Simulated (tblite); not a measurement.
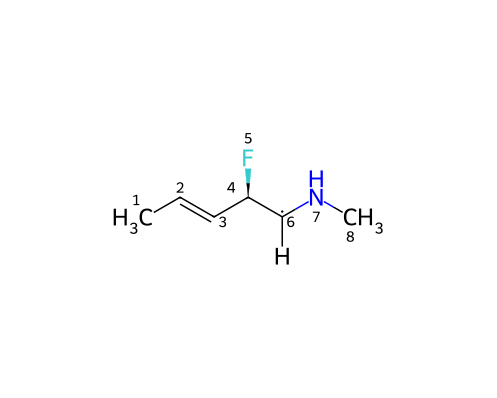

A structural formula, with wedges where it has stereocentres; small numbers name the atoms. The configuration is that of a computed structure (GFN2-xTB).

Assign CIP descriptors.

Answer. C4: R; C2=C3: E.
